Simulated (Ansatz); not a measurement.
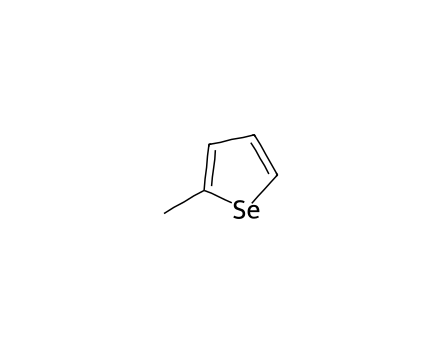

Give its SMILES.

Answer. Cc1ccc[se]1

What is the molecular formula?

Answer. C5H6Se.

An optimisation with PBE0-D4/def2-TZVP gave a structure of which point group?

Answer. Cs.

The parts below concern this one geometry. Atoms keep their numbers from picture to picture. The computed structure is the end point of a PBE0-D4/def2-TZVP optimisation.

Vibrations

Harmonic vibrations computed with RKS PBE0-D4/def2-TZVP (Ansatz 0.2.0) at a stationary point of the same level.

How many vibrational modes are there, and where do they lie?

Answer. 30 modes: 106, 226, 269, 438, 452, 559, 584, 680, 699, 819, 840, 915, 987, 1054, 1068, 1093, 1183, 1262, 1374, 1407, 1469, 1484, 1526, 1617, 3046, 3106, 3130, 3196, 3214, 3265 cm⁻¹.

Levels of theory compared

Program: Ansatz 0.2.0.

Compare HOMO energy (eV) at these levels: BHLYP-D4/def2-TZVPP; BLYP-D4/def2-TZVPP; HSE06 (plane-wave form)-D4/def2-TZVPP; PBE-D4/def2-TZVPP; PBE0-D4/def2-QZVPP; PBE0-D4/def2-SVP; PBE0-D4/def2-TZVPP; r2SCAN-D4/def2-TZVPP; r2SCANh-D4/def2-TZVPP; ωB97M-V/def2-SVP.

```tsv
level	HOMO energy (eV)
BHLYP-D4/def2-TZVPP	−7.38
BLYP-D4/def2-TZVPP	−5.33
HSE06 (plane-wave form)-D4/def2-TZVPP	−6.14
PBE-D4/def2-TZVPP	−5.51
PBE0-D4/def2-QZVPP	−6.55
PBE0-D4/def2-SVP	−6.51
PBE0-D4/def2-TZVPP	−6.54
r2SCAN-D4/def2-TZVPP	−5.68
r2SCANh-D4/def2-TZVPP	−6.07
ωB97M-V/def2-SVP	−8.62
```

Charges

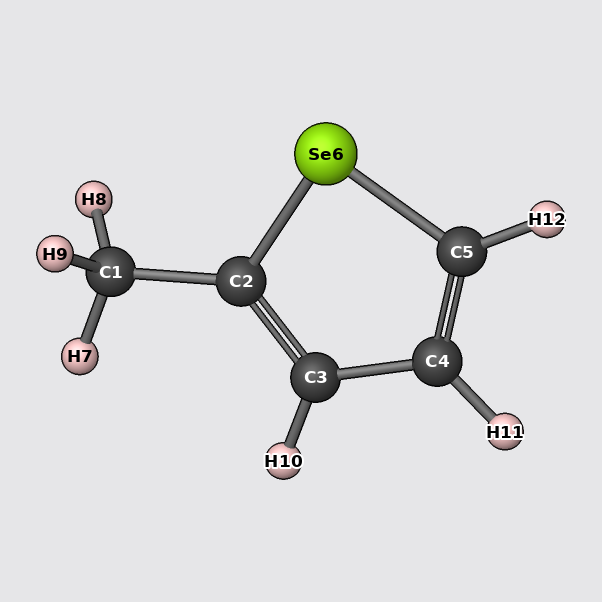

The questions are on Mulliken charges. Level of theory: RKS PBE0-D4/def2-TZVP (Ansatz 0.2.0).

Which atom carries the highest charge (most positive or least negative)?

Answer. Se6 (0.16 e).

And the lowest?

Answer. C1 (−0.38 e).

Give the Mulliken charges atom by atom.

```json
{"atom": "C1", "value (e)": "−0.38"}
{"atom": "C2", "value (e)": "0.00"}
{"atom": "C3", "value (e)": "−0.19"}
{"atom": "C4", "value (e)": "−0.16"}
{"atom": "C5", "value (e)": "−0.22"}
{"atom": "Se6", "value (e)": "0.16"}
{"atom": "H7", "value (e)": "0.13"}
{"atom": "H8", "value (e)": "0.14"}
{"atom": "H9", "value (e)": "0.14"}
{"atom": "H10", "value (e)": "0.12"}
{"atom": "H11", "value (e)": "0.12"}
{"atom": "H12", "value (e)": "0.14"}
```

Mulliken values depend strongly on the basis set and can even reverse the polarity of a bond.
